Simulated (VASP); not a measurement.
Band structure of Ir (space group Fm-3m). Calculation: PBE GGA with D3 dispersion (Becke-Johnson damping), VASP's PBE PAW potentials (set 64) (plane waves; VASP).

Unless said otherwise, spin-orbit coupling is left out, though it shifts the bands of the heavy elements here.

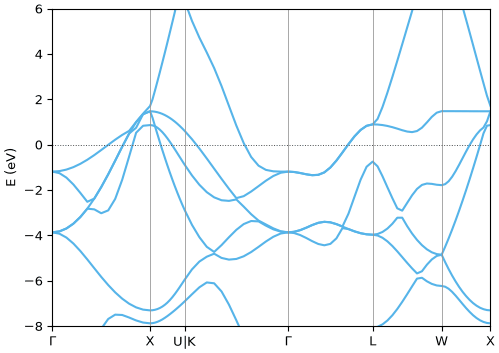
*Bands along high-symmetry lines, zero at the valence-band maximum or, without a gap, the Fermi level*

Task: Read the plot: is there a gap, and where are the band edges?

Result: It has no gap at this level: it comes out as a metal or semimetal. (Edges off the drawn lines would not show.)

The structure comes from a measured Ir entry (Fm-3m) of the Crystallography Open Database, whose conditions weren't checked. It was relaxed first.
